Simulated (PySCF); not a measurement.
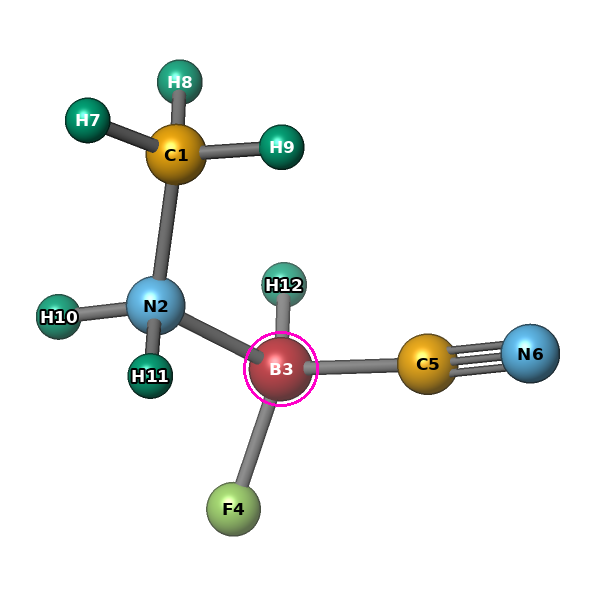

Atoms fade into the background with distance from the viewer. Circles mark the stereogenic atoms. The geometry was computed by an optimisation with PBE0-D3(BJ)/def2-SVP. No frequency run is at hand to confirm it as a minimum.

What are the Cahn–Ingold–Prelog descriptors?

B3: R (priorities F4 > N2 > C5 > H12).
